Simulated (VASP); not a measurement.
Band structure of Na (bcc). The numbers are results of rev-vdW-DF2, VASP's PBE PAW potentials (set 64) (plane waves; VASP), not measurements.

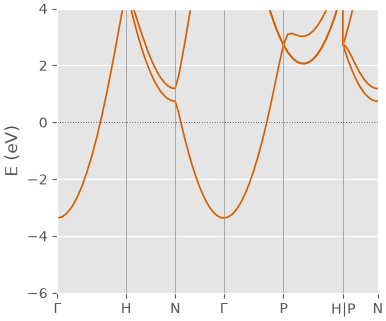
Figure. Bands along high-symmetry lines, zero at the valence-band maximum or, without a gap, the Fermi level

Read the plot: is there a gap, and where are the band edges?

It has no gap at this level: it comes out as a metal or semimetal. (Edges off the drawn lines would not show.)

The compound is Na in the bcc structure. It was relaxed first, which changed the volume by -6 %.
